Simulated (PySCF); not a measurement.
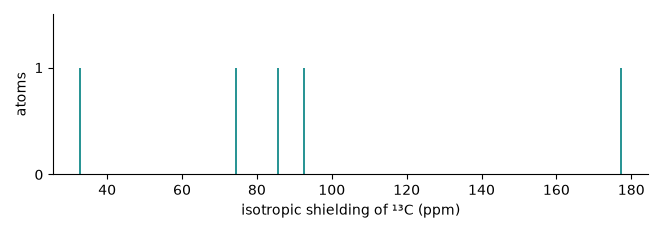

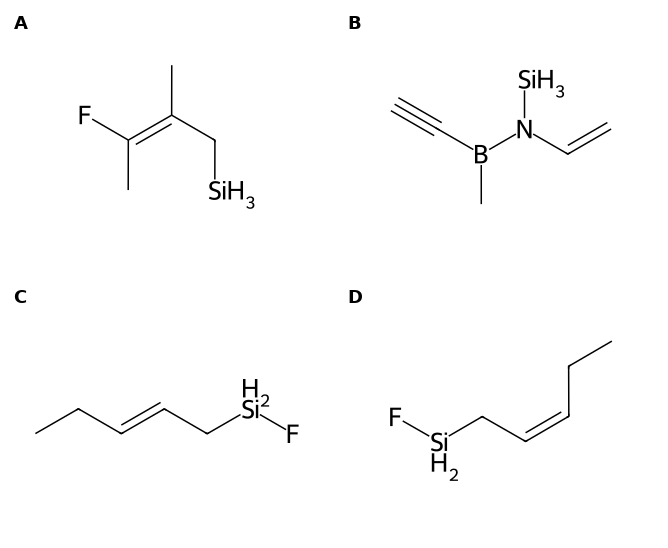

The sticks are computed shieldings of one of the molecules, for one fixed geometry (GFN2-xTB) without averaging over rotations. Low shielding means a high chemical shift. Method: GIAO PBE0/pcSseg-1 NMR shielding, non-relativistic, gas phase (PySCF 2.14.0).

### Which molecule gives this pattern?

B, `C#CB(C)N([SiH3])C=C`. Its 5 C atoms give lines at 32.8, 74.5, 85.7, 92.5, 177.2 ppm.

The geometry is semi-empirical. Around B, Si such bond lengths and angles can be off by a tenth of an ångström or more and by several degrees, and values that hang on the shape move with them.
